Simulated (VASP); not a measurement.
# A VASP study of MgH2 (AM05): structure first, properties next, part 2 of 5

What structure does MgH2 take at this level, and what are its properties? The start is a cell from a database of measured crystal structures.

VASP 6.6.1; AM05; plane waves and PAW (Mg, H).

So far, gap on the k-mesh (eV): step 2 (full relaxation (AM05)) 3.74.

### Step 4. Density, ELF and potential (AM05)

The relaxed cell gets a fresh self-consistent run, on a basis set for its own volume, to fix the density and to check the remaining stress.

The input, INCAR:

```
SYSTEM = MgH2
PREC = Accurate
ENCUT = 400
EDIFF = 1E-06
NELM = 100
ISMEAR = 0
SIGMA = 0.05
LREAL = .FALSE.
ALGO = Normal
GGA = AM
NBANDS = 10
LORBIT = 11
LWAVE = .FALSE.
LCHARG = .TRUE.
ISIF = 2
LELF = .TRUE.
LVHAR = .TRUE.
```

The input, POSCAR:

```
MgH2
1.0
    4.4816113774      0.0000000000      0.0000000000
    0.0000000000      4.4816113774      0.0000000000
    0.0000000000      0.0000000000      3.0069633913
Mg H
2 4
Direct
    0.0000000000      0.0000000000      0.0000000000
    0.5000000000      0.5000000000      0.5000000000
    0.3044375503      0.3044375503      0.0000000000
    0.1955624497      0.8044375503      0.5000000000
    0.6955624497      0.6955624497      0.0000000000
    0.8044375503      0.1955624497      0.5000000000
```

The input, KPOINTS:

```
Automatic mesh
0
Gamma
5 5 7
0 0 0
```

The projector-augmented-wave data sets are Mg and H (PBE family, release 64).

Launch:

```bash
$ mpirun -np 4 vasp_std
```

Output:

```text
[banner, memory and clock lines left out]
running    4 mpi-ranks, on    1 nodes
 distrk:  each k-point on    4 cores,    1 groups
 distr:  one band on    1 cores,    4 groups

 POSCAR found type information on POSCAR MgH
 POSCAR found :  2 types and       6 ions
 [... a notice as in an earlier step ...]

 LDA part: xc-table for (Slater+PW92), standard interpolation
|                                                                             |
|           W    W    AA    RRRRR   N    N  II  N    N   GGGG   !!!           |
|           W    W   A  A   R    R  NN   N  II  NN   N  G    G  !!!           |
|           W    W  A    A  R    R  N N  N  II  N N  N  G       !!!           |
|           W WW W  AAAAAA  RRRRR   N  N N  II  N  N N  G  GGG   !            |
|           WW  WW  A    A  R   R   N   NN  II  N   NN  G    G                |
|           W    W  A    A  R    R  N    N  II  N    N   GGGG   !!!           |
|                                                                             |
|     The number of bands has been changed from the values supplied in        |
|     The orbitals not found in the WAVECAR file will be initialized with     |
|     random numbers, which is usually adequate. For correlated               |
|     calculations, however, you should redo the groundstate calculation.     |
|     I found NBANDS = 10. Now, NBANDS = 12.                                  |
|                                                                             |

 POSCAR, INCAR and KPOINTS ok, starting setup
 FFT: planning ... GRIDC
 FFT: planning ... GRID_SOFT
 FFT: planning ... GRID
 WAVECAR not read
 entering main loop
       N       E                     dE             d eps       ncg     rms          rms(c)
DAV:   1    -0.250605468909E+01   -0.25061E+01   -0.24925E+03   584   0.394E+02
DAV:   2    -0.176077954336E+02   -0.15102E+02   -0.14722E+02   704   0.676E+01
DAV:   3    -0.183042091250E+02   -0.69641E+00   -0.69546E+00   720   0.141E+01
DAV:   4    -0.183068707692E+02   -0.26616E-02   -0.26616E-02   648   0.101E+00
DAV:   5    -0.183068992689E+02   -0.28500E-04   -0.28500E-04   716   0.106E-01    0.601E+00
DAV:   6    -0.175111924017E+02    0.79571E+00   -0.51202E-01   632   0.313E+00    0.313E+00
DAV:   7    -0.172366253951E+02    0.27457E+00   -0.70550E-01   652   0.398E+00    0.470E-01
DAV:   8    -0.172441170865E+02   -0.74917E-02   -0.18668E-02   628   0.764E-01    0.740E-02
DAV:   9    -0.172440394480E+02    0.77639E-04   -0.36465E-04   724   0.103E-01    0.205E-02
DAV:  10    -0.172440773464E+02   -0.37898E-04   -0.73652E-05   632   0.489E-02    0.109E-02
DAV:  11    -0.172440750050E+02    0.23414E-05   -0.58291E-06   692   0.988E-03    0.177E-03
DAV:  12    -0.172440750321E+02   -0.27056E-07   -0.21450E-07   356   0.294E-03
   1 F= -.17244075E+02 E0= -.17244075E+02  d E =-.574150E-16
```

Wall time 3.2 s (4 MPI ranks of Intel Xeon Platinum 8559C (Emerald Rapids), shared host); peak memory 0.41 GiB.

OUTCAR, selected parts (step 4):

```text
 Found     24 irreducible k-points:

   k-points           NKPTS =     24   k-points in BZ     NKDIM =     24   number of bands    NBANDS=     12

   NELECT =       8.0000    total number of electrons

 E-fermi :  -0.1655

 k-point     1 :       0.0000    0.0000    0.0000
  band No.  band energies     occupation
      1      -7.0228      2.00000
      2      -1.8968      2.00000
      3      -1.8968      2.00000
      4      -0.8459      2.00000
      5       4.0741      0.00000
      6       4.5701      0.00000
      7       8.6881      0.00000
      8       8.6881      0.00000
      9      10.4343      0.00000
    ...

 k-point     2 :       0.2000    0.0000    0.0000
  band No.  band energies     occupation
      1      -6.7527      2.00000
      2      -3.0866      2.00000
      3      -1.7150      2.00000
      4      -0.4399      2.00000
      5       4.1878      0.00000
      6       5.3458      0.00000
      7       7.0909      0.00000
      8       9.3445      0.00000
      9      10.9530      0.00000
    ...

  Total       -0.0147940     -0.0147940     -0.0034073      0.0000000      0.0000000      0.0000000
  in kB       -0.3924649     -0.3924649     -0.0903917      0.0000000      0.0000000      0.0000000
  external PRESSURE =      -0.2917738 kB  Pullay stress =       0.0000000 kB

 POSITION                                       TOTAL-FORCE (eV/Angst)
 -----------------------------------------------------------------------------------
      0.00000      0.00000      0.00000         0.000000     -0.000000     -0.000000
      2.24081      2.24081      1.50348         0.000000     -0.000000     -0.000000
      1.36437      1.36437      0.00000         0.000849      0.000849      0.000000
      0.87643      3.60518      1.50348        -0.000849      0.000849     -0.000000
      3.11724      3.11724      0.00000        -0.000849     -0.000849     -0.000000
      3.60518      0.87643      1.50348         0.000849     -0.000849     -0.000000
 -----------------------------------------------------------------------------------
    total drift:                               -0.000000     -0.000000      0.000000

  FREE ENERGIE OF THE ION-ELECTRON SYSTEM (eV)
  ---------------------------------------------------
  free  energy   TOTEN  =       -17.2440750321 eV

  energy  without entropy=      -17.2440750321  energy(sigma->0) =      -17.24407503

[... 9 parts as in an earlier step ...]

[... 5 further parts left out ...]
```

Numbers from this step:

```
electronic steps : 12
bands            : 12
Fermi energy     : -0.1655 eV
pressure         : -0.02918 GPa
```

Valence electrons inside each PAW sphere by angular momentum. Sphere charges, by row:

```
atom  s (e)  p (e)  d (e)  tot (e)
 Mg1  0.153  0.154  0.041    0.348
 Mg2  0.153  0.154  0.041    0.348
  H3  0.561  0.002      0    0.564
  H4  0.561  0.002      0    0.564
  H5  0.561  0.002      0    0.564
  H6  0.561  0.002      0    0.564
```

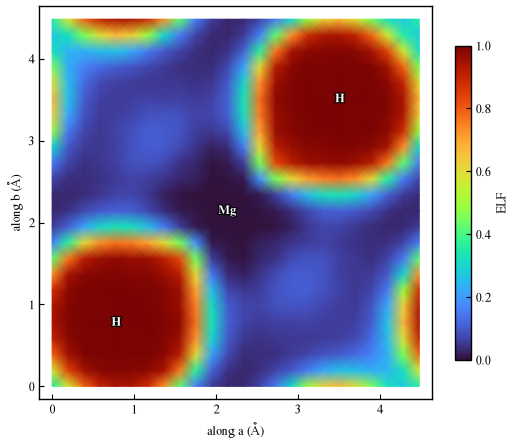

ELF in the ab plane at fractional z = 0.000, with atoms of Mg and H within 0.2 Å of it. It is the smooth field of the valence electrons, not physical close to the nuclei. The map starts off the cell's origin, so that atoms lie inside it.

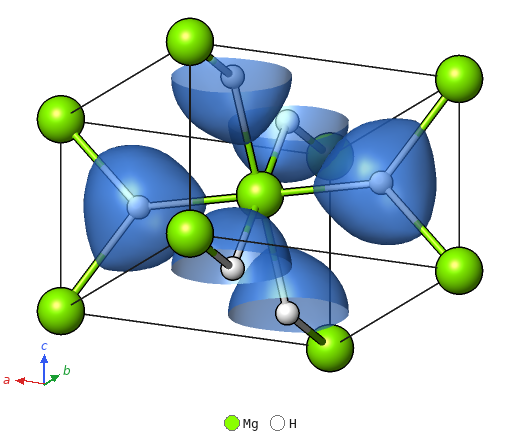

Surface of ELF = 0.85.

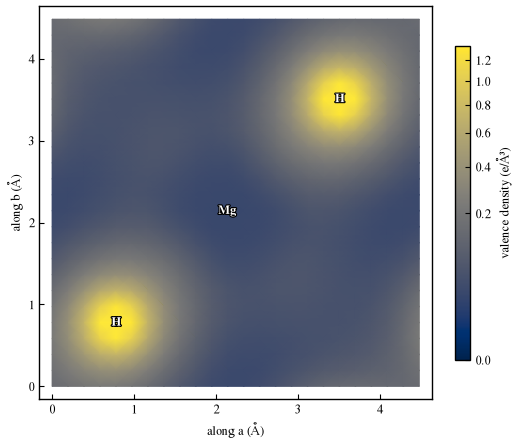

Valence density in the ab plane at fractional z = 0.000, with atoms of Mg and H within 0.2 Å of it. It is the smooth field of the valence electrons, not physical close to the nuclei. The map starts off the cell's origin, so that atoms lie inside it. The colour scale is stretched toward low values.

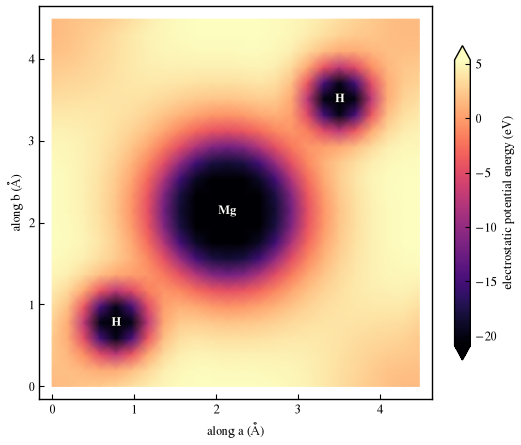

Electrostatic potential energy in the ab plane at fractional z = 0.000, with atoms of Mg and H within 0.2 Å of it. With pseudopotentials it is smooth inside the atoms' cores, unlike the true potential. The map starts off the cell's origin, so that atoms lie inside it.

In this run the pressure is -0.03 GPa, small enough to go on.

### Step 5. Band structure (AM05)

The mesh alone shows little of the dispersion and can miss band extrema, so KPOINTS_OPT adds a path through the symmetry points after the self-consistent cycle.

The input, INCAR:

```
SYSTEM = MgH2
PREC = Accurate
ENCUT = 400
EDIFF = 1E-06
NELM = 100
ISMEAR = 0
SIGMA = 0.05
LREAL = .FALSE.
ALGO = Normal
GGA = AM
NBANDS = 20
LORBIT = 11
LWAVE = .FALSE.
LCHARG = .FALSE.
KPAR = 4
```

POSCAR is that of step 4.

KPOINTS is that of step 4.

The input, KPOINTS_OPT:

```
Line mode
16
Line-mode
Reciprocal
  0.00000000   0.00000000   0.00000000 GAMMA
  0.00000000   0.50000000   0.00000000 X

  0.00000000   0.50000000   0.00000000 X
  0.50000000   0.50000000   0.00000000 M

  0.50000000   0.50000000   0.00000000 M
  0.00000000   0.00000000   0.00000000 GAMMA

  0.00000000   0.00000000   0.00000000 GAMMA
  0.00000000   0.00000000   0.50000000 Z

  0.00000000   0.00000000   0.50000000 Z
  0.00000000   0.50000000   0.50000000 R

  0.00000000   0.50000000   0.50000000 R
  0.50000000   0.50000000   0.50000000 A

  0.50000000   0.50000000   0.50000000 A
  0.00000000   0.00000000   0.50000000 Z

  0.00000000   0.50000000   0.00000000 X
  0.00000000   0.50000000   0.50000000 R

  0.50000000   0.50000000   0.00000000 M
  0.50000000   0.50000000   0.50000000 A
```

Launch:

```bash
$ mpirun -np 4 vasp_std
```

Output:

```text
[... set-up lines as in an earlier step ...]
 entering main loop
       N       E                     dE             d eps       ncg     rms          rms(c)
DAV:   1    -0.418259087352E+01   -0.41826E+01   -0.25113E+03   968   0.248E+02
DAV:   2    -0.178404771503E+02   -0.13658E+02   -0.13258E+02  1224   0.535E+01
DAV:   3    -0.183049501695E+02   -0.46447E+00   -0.46290E+00  1196   0.787E+00
DAV:   4    -0.183068803680E+02   -0.19302E-02   -0.19301E-02  1104   0.541E-01
DAV:   5    -0.183068994849E+02   -0.19117E-04   -0.19117E-04  1148   0.554E-02    0.601E+00
DAV:   6    -0.175109407920E+02    0.79596E+00   -0.38923E-01  1088   0.188E+00    0.313E+00
DAV:   7    -0.172365168134E+02    0.27442E+00   -0.57633E-01  1084   0.244E+00    0.478E-01
DAV:   8    -0.172442700404E+02   -0.77532E-02   -0.19292E-02  1124   0.494E-01    0.112E-01
DAV:   9    -0.172440349873E+02    0.23505E-03   -0.43771E-04  1120   0.665E-02    0.208E-02
DAV:  10    -0.172440790043E+02   -0.44017E-04   -0.10437E-04  1096   0.371E-02    0.139E-02
DAV:  11    -0.172440750172E+02    0.39871E-05   -0.62252E-06  1124   0.717E-03    0.184E-03
DAV:  12    -0.172440750394E+02   -0.22230E-07   -0.28676E-07   684   0.219E-03
   1 F= -.17244075E+02 E0= -.17244075E+02  d E =-.518062E-17
 Start KPOINTS_OPT (optional k-point list driver)
k-point batch [1-24\144]
       N       E                     dE             ncg
DAV:   1    -0.264557120020E+03   -0.22710E+04      984
DAV:   2    -0.587120689320E+03   -0.32256E+03     1228
DAV:   3    -0.597507426627E+03   -0.10387E+02     1204
DAV:   4    -0.597556857506E+03   -0.49431E-01     1108
DAV:   5    -0.597557399083E+03   -0.54158E-03     1220
DAV:   6    -0.597557406668E+03   -0.75846E-05     1192
DAV:   7    -0.597557406773E+03   -0.10551E-06      976
[...]
k-point batch [121-144\144]
       N       E                     dE             ncg
DAV:   1    -0.175661603843E+03   -0.57982E+04      992
DAV:   2    -0.508906425257E+03   -0.33324E+03     1140
DAV:   3    -0.519909091586E+03   -0.11003E+02     1252
DAV:   4    -0.519959208792E+03   -0.50117E-01     1080
DAV:   5    -0.519959768948E+03   -0.56016E-03     1100
DAV:   6    -0.519959777020E+03   -0.80723E-05     1116
DAV:   7    -0.519959777131E+03   -0.11114E-06      820
```

Wall time 9.8 s (4 MPI ranks); peak memory 0.62 GiB; 36 s of CPU time.

From OUTCAR (step 5):

```text
   k-points           NKPTS =     24   k-points in BZ     NKDIM =     24   number of bands    NBANDS=     20

   NELECT =       8.0000    total number of electrons

 E-fermi :  -0.1548

 k-point     1 :       0.0000    0.0000    0.0000
  band No.  band energies     occupation
      1      -7.0228      2.00000
      2      -1.8968      2.00000
      3      -1.8968      2.00000
      4      -0.8459      2.00000
      5       4.0741      0.00000
      6       4.5700      0.00000
      7       8.6881      0.00000
      8       8.6881      0.00000
      9      10.4343      0.00000
    ...

  Total       -0.0147630     -0.0147630     -0.0033917      0.0000000      0.0000000      0.0000000
  in kB       -0.3916413     -0.3916413     -0.0899776      0.0000000      0.0000000      0.0000000
  external PRESSURE =      -0.2910868 kB  Pullay stress =       0.0000000 kB

 POSITION                                       TOTAL-FORCE (eV/Angst)
 -----------------------------------------------------------------------------------
      0.00000      0.00000      0.00000         0.000000     -0.000000     -0.000000
      2.24081      2.24081      1.50348         0.000000     -0.000000     -0.000000
      1.36437      1.36437      0.00000         0.000850      0.000850      0.000000
      0.87643      3.60518      1.50348        -0.000850      0.000850      0.000000
      3.11724      3.11724      0.00000        -0.000850     -0.000850     -0.000000
      3.60518      0.87643      1.50348         0.000850     -0.000850     -0.000000
 -----------------------------------------------------------------------------------
    total drift:                               -0.000000     -0.000000      0.000000

  FREE ENERGIE OF THE ION-ELECTRON SYSTEM (eV)
  ---------------------------------------------------
  free  energy   TOTEN  =       -17.2440750394 eV

  energy  without entropy=      -17.2440750394  energy(sigma->0) =      -17.24407504

[... 11 parts as in an earlier step ...]

[... 5 further parts left out ...]
```

Numbers from this step:

| Quantity | Value |
| --- | --- |
| bands | 20 |
| Fermi energy | -0.1548 eV |
| pressure | -0.02911 GPa |
| least gap on mesh and path | 3.514 eV |
| least direct gap on mesh and path | 4.418 eV |
| valence top at k | 0.1667, 0.1667, 0 |
| conduction bottom at k | 0.4, 0.4, 0.5 |
| least direct gap at k | 0.3667, 0.3667, 0.5 |

Electronic bands along the path, in eV, zero at the valence-band top; v1 is the highest filled band, c1 the lowest empty one:

```
    point     v4     v3     v2     v1    c1    c2    c3    c4
        Γ  -6.64  -1.51  -1.51  -0.46  4.46  4.96  9.07  9.07
        X  -4.99  -4.99  -0.53  -0.53  5.15  5.15  9.98  9.98
        M  -3.87  -3.87  -2.87  -2.87  9.01  9.01  9.15  9.15
        Γ  -6.64  -1.51  -1.51  -0.46  4.46  4.96  9.07  9.07
        Z  -3.17  -3.17  -0.09  -0.09  6.25  6.25  6.59  6.59
        R  -2.39  -2.39  -1.16  -1.16  5.03  5.03  6.67  6.67
        A  -1.97  -1.97  -1.01  -1.01  3.70  3.70  3.91  3.91
        Z  -3.17  -3.17  -0.09  -0.09  6.25  6.25  6.59  6.59
jump to X  -4.99  -4.99  -0.53  -0.53  5.15  5.15  9.98  9.98
        R  -2.39  -2.39  -1.16  -1.16  5.03  5.03  6.67  6.67
jump to M  -3.87  -3.87  -2.87  -2.87  9.01  9.01  9.15  9.15
        A  -1.97  -1.97  -1.01  -1.01  3.70  3.70  3.91  3.91
```

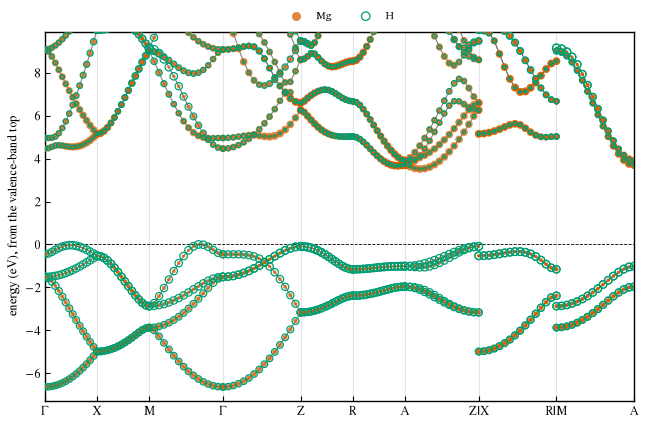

Electronic bands along the path; dots are coloured as in the legend, and their area grows with the weight.

The path lowers the gap by 0.23 eV against the mesh alone, so a band edge lies off the mesh.

The path shows an indirect gap of 3.51 eV (valence top between M and Γ, conduction bottom between A and Z). The least direct gap is 4.42 eV.

### Step 6. Density of states (AM05)

A density of states needs more k-points than a total energy; ISMEAR = -5 takes tetrahedra, and LORBIT projects the states on the PAW spheres. The mesh is finer than in the run before.

Edit INCAR of step 5 so:

```diff
@@ -5,3 +5,3 @@
 NELM = 100
-ISMEAR = 0
+ISMEAR = -5
 SIGMA = 0.05
@@ -15 +15,2 @@
 KPAR = 4
+NEDOS = 2001
```

POSCAR is that of step 5.

The input, KPOINTS:

```
Automatic mesh
0
Gamma
8 8 11
0 0 0
```

Launch:

```bash
$ mpirun -np 4 vasp_std
```

Output:

```text
[... set-up lines as in an earlier step ...]
 entering main loop
       N       E                     dE             d eps       ncg     rms          rms(c)
DAV:   1    -0.321023427573E+01   -0.32102E+01   -0.23783E+03  3656   0.241E+02
DAV:   2    -0.177614772179E+02   -0.14551E+02   -0.14059E+02  4572   0.546E+01
DAV:   3    -0.183043111151E+02   -0.54283E+00   -0.54098E+00  4488   0.840E+00
DAV:   4    -0.183067052931E+02   -0.23942E-02   -0.23940E-02  4176   0.594E-01
DAV:   5    -0.183067293714E+02   -0.24078E-04   -0.24078E-04  4248   0.611E-02    0.601E+00
DAV:   6    -0.175108269615E+02    0.79590E+00   -0.38987E-01  4060   0.188E+00    0.313E+00
DAV:   7    -0.172364348243E+02    0.27439E+00   -0.58122E-01  4048   0.244E+00    0.478E-01
DAV:   8    -0.172442003676E+02   -0.77655E-02   -0.19413E-02  4152   0.496E-01    0.113E-01
DAV:   9    -0.172439589673E+02    0.24140E-03   -0.45442E-04  4188   0.673E-02    0.208E-02
DAV:  10    -0.172440031452E+02   -0.44178E-04   -0.10527E-04  4120   0.373E-02    0.140E-02
DAV:  11    -0.172439990336E+02    0.41117E-05   -0.65053E-06  4148   0.731E-03    0.182E-03
DAV:  12    -0.172439990549E+02   -0.21351E-07   -0.28531E-07  2512   0.219E-03
   1 F= -.17243999E+02 E0= -.17243999E+02  d E =0.000000E+00
```

Elapsed: 9 s, on 4 MPI ranks; peak memory 0.73 GiB.

OUTCAR, selected parts (step 6):

```text
   k-points           NKPTS =     90   k-points in BZ     NKDIM =     90   number of bands    NBANDS=     20

   NELECT =       8.0000    total number of electrons

 E-fermi :  -0.4146

 k-point     1 :       0.0000    0.0000    0.0000
  band No.  band energies     occupation
      1      -7.0228      2.00000
      2      -1.8968      2.00000
      3      -1.8968      2.00000
      4      -0.8460      2.00000
      5       4.0741      0.00000
      6       4.5700      0.00000
      7       8.6881      0.00000
      8       8.6881      0.00000
      9      10.4342      0.00000
    ...

  Total       -0.0159261     -0.0159261     -0.0033430      0.0000000      0.0000000      0.0000000
  in kB       -0.4224957     -0.4224957     -0.0886842      0.0000000      0.0000000      0.0000000
  external PRESSURE =      -0.3112252 kB  Pullay stress =       0.0000000 kB

 POSITION                                       TOTAL-FORCE (eV/Angst)
 -----------------------------------------------------------------------------------
      0.00000      0.00000      0.00000         0.000000      0.000000     -0.000000
      2.24081      2.24081      1.50348         0.000000      0.000000     -0.000000
      1.36437      1.36437      0.00000         0.000776      0.000776      0.000000
      0.87643      3.60518      1.50348        -0.000776      0.000776      0.000000
      3.11724      3.11724      0.00000        -0.000776     -0.000776     -0.000000
      3.60518      0.87643      1.50348         0.000776     -0.000776     -0.000000
 -----------------------------------------------------------------------------------
    total drift:                               -0.000000     -0.000000      0.000000

  FREE ENERGIE OF THE ION-ELECTRON SYSTEM (eV)
  ---------------------------------------------------
  free  energy   TOTEN  =       -17.2439990549 eV

  energy  without entropy=      -17.2439990549  energy(sigma->0) =      -17.24399905

[... 8 parts as in an earlier step ...]

[... 8 further parts left out ...]
```

Numbers from this step:

```yaml
irreducible_k_points: 90
fermi_energy: -0.4146 eV
pressure: -0.03112 GPa
valence_top_at_k: 0.125, 0.125, 0
conduction_bottom_at_k: 0.375, 0.375, 0.4545
least_direct_gap_at_k: 0.375, 0.375, 0.4545
gap_on_the_k_mesh: 3.622 eV
least_direct_gap_on_the_k_mesh: 4.553 eV
```

The density of states has structure finer than the step of the table below, so its rows give means over 1 eV, whole bins alone (the curve runs from -8.18 to 10.0 eV). Peaks (eV: height): total -2.3: 2.10, -1.0: 3.72, 5.3: 2.73, 6.7: 2.33; H s -2.3: 0.568, -1.0: 1.20, -0.4: 1.05, 6.7: 0.153; Mg s -3.7: 0.0873, -1.0: 0.0712, 5.3: 0.306, 6.7: 0.146; Mg p -2.3: 0.132, 5.5: 0.150, 6.7: 0.162, 9.1: 0.167; H p 5.3: 0.0622, 6.7: 0.0532, 7.5: 0.0438, 9.1: 0.0444.

States under -8.2 eV and over 10.0 eV are left out. Density of states against energy, zero at the valence-band top; means over each step; values in states/eV/cell:

```
energy (eV)    total      H s    Mg s     Mg p      H p
         -7  0.00439   8.1e-4  5.1e-4   3.0e-7        0
         -6    0.350   0.0667  0.0370  0.00307        0
         -5    0.650    0.132  0.0599   0.0125   7.3e-4
         -4    0.990    0.220  0.0790   0.0277  0.00148
         -3     1.11    0.275  0.0604   0.0490  0.00163
         -2     1.46    0.403  0.0262   0.0877  0.00215
         -1     2.35    0.763  0.0323   0.0925  0.00212
          0     1.08    0.390  0.0105   0.0359   6.0e-4
          1        0        0       0        0        0
          2        0        0       0        0        0
          3        0        0       0        0        0
          4    0.391  0.00676  0.0456   0.0183  0.00844
          5     1.93   0.0602   0.191   0.0955   0.0433
          6     1.81   0.0918   0.102    0.104   0.0408
          7     1.72    0.127   0.112    0.114   0.0399
          8     1.52    0.116  0.0889    0.107   0.0369
          9     1.65    0.105  0.0726    0.153   0.0417
```

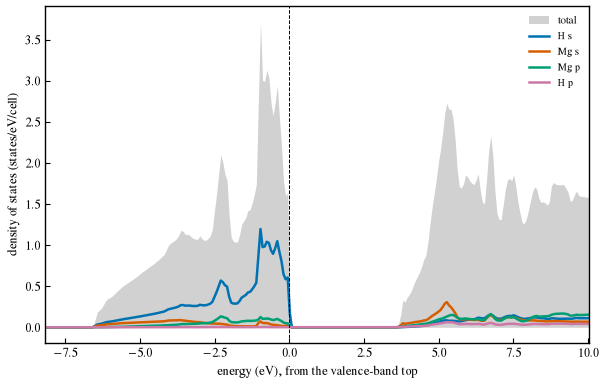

Density of states against energy.

The gap on this mesh is 3.62 eV, over the 3.51 eV of the band run, since this mesh misses a band edge. In the top eV of the valence band the largest shares in the PAW spheres are H s 34 %. The rest lies in smaller channels or between the spheres.

(Part 2 of 5 ends here.)

[Lines on the potential files, build, host, timing and source positions are cut from VASP's logs without a mark.]

[Logs are printed without paths, hosts, clocks, repeated set-up lines and the standing remarks that a program may print on its own settings, such as how far it seeks lower states.]

[Hosts, paths, dates, database ids (printed as entryN), source tags and the programs' standing remarks are cut or masked in the printed files.]

[A measured line is paired with the nearest computed mode of its activity, which favours agreement.]
